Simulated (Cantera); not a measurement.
A closed system holds: 1 mol CH₃F, 0.33 mol H₂, at 10.0 mbar.

Cantera equilibrium calculation (NASA polynomials, part measured and part estimated; ideal gas, pure solids and liquids). Candidate condensed phases: C, C₆H₆, C₇H₈, C₈H₁₈; 95 gas species. Kinetics and transport are ignored.

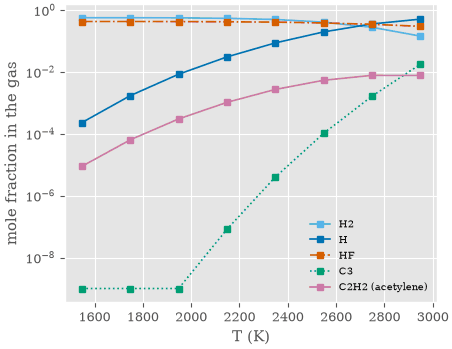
Figure. Equilibrium gas composition (values under 1e-9 drawn at 1e-9)

From 1548 K to 2948 K the condensed part is C(graphite). The main C-bearing gas is C₂H₂ (acetylene) at 1548 K and C₃ at 2948 K.
